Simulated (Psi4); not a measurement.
**UCCSD/6-31G(d) (density fitting, density fitting for correlation, spherical functions, qc module occ) run of BSiH2Cl (SMILES B[Si]Cl)**

We compute the energy of BSiH2Cl. 

The calculation is run with Psi4 1.11.

5 further runs of the same task are left out: 1 that didn't finish, 4 set aside as unsound or not needed.

### 1 The molecule

BSiH2Cl: 5 atoms, total charge 0, spin state triplet. As SMILES, `B[Si]Cl`. The coordinates come from a GFN2-xTB relaxation.

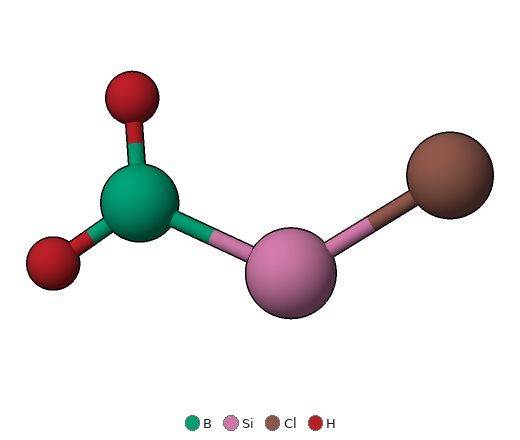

The structure, seen from a chosen angle (boron teal, silicon pink, chlorine brown, hydrogen red).

### 2 A single-point energy at UCCSD/6-31G(d) (density fitting, density fitting for correlation, spherical functions, qc module occ)

bclh2si.xyz

```xyz
5
BClH2Si
B     -0.674100     0.367960    -0.302510
Si     0.334580    -1.081930     0.357550
Cl     2.311390    -0.930270     0.961480
H     -0.184480     1.431210    -0.387430
H     -1.787390     0.213030    -0.629090
```

job.py

```python
import psi4

psi4.set_memory(1600000000)
psi4.set_num_threads(1)
psi4.core.set_output_file('output.dat', False)

with open('bclh2si.xyz') as f:
    atoms = ''.join(f.readlines()[2:])
molecule = psi4.geometry('0 3\n' + atoms + '')

psi4.set_options({
    'reference': 'uhf',
    'scf_type': 'df',
    'freeze_core': True,
    'cc_type': 'df',
    'qc_module': 'occ',
    'diis_max_vecs': 5,
    'puream': True,
    'soscf': True,
})

e, wfn = psi4.energy("ccsd/6-31G*", return_wfn=True)
print('E =', round(e, 9))
```

Started as:

```bash
$ python job.py
```

What values should one expect? Wanted: total energy; HOMO energy; LUMO energy; correlation energy; ⟨S²⟩ of the reference determinant.

Computed results:

At UCCSD/6-31G* (density fitting, density fitting for correlation, spherical functions, qc module occ), 11 core orbitals frozen:

| quantity | value |
| --- | --- |
| total energy | -774.49652 Eh |
| HOMO energy (Hartree–Fock orbitals) (highest over α and β) | -8.74 eV |
| LUMO energy (Hartree–Fock orbitals) (lowest over α and β) | 0.44 eV |
| correlation energy (11 core orbitals frozen) | -293.5 mEh |
| ⟨S²⟩ of the reference determinant | 2.007 |
